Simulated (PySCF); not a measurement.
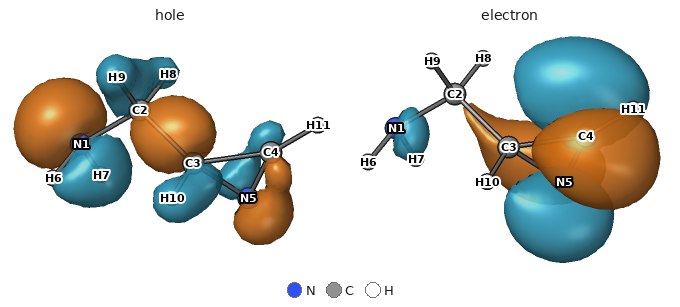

*C$_{3}$H$_{6}$N$_{2}$, SMILES `NCC1C=N1`. Leading natural transition orbital pair of S₂ (TDA singlet states); the surfaces enclose about 78 % of each orbital's density.*

Level of theory: ωB97X/def2-SVP (PySCF), at a geometry from GFN2-xTB. No frequency check shows the geometry to be a minimum. Without diffuse functions Rydberg states are missing, so the states' numbers hold for this basis only.

> Characterise the state.

6.59 eV (188 nm), f = 0.013, charge transfer; the leading pair carries 98 %; hole on N1 (41 %), C3 (15 %) and C2 (14 %), electron on C4 (40 %), N5 (36 %) and C3 (7 %); their centroids lie 2.2 Å apart. In canonical orbitals it is mainly HOMO → LUMO (68 %). The HOMO–LUMO gap is 10.93 eV.
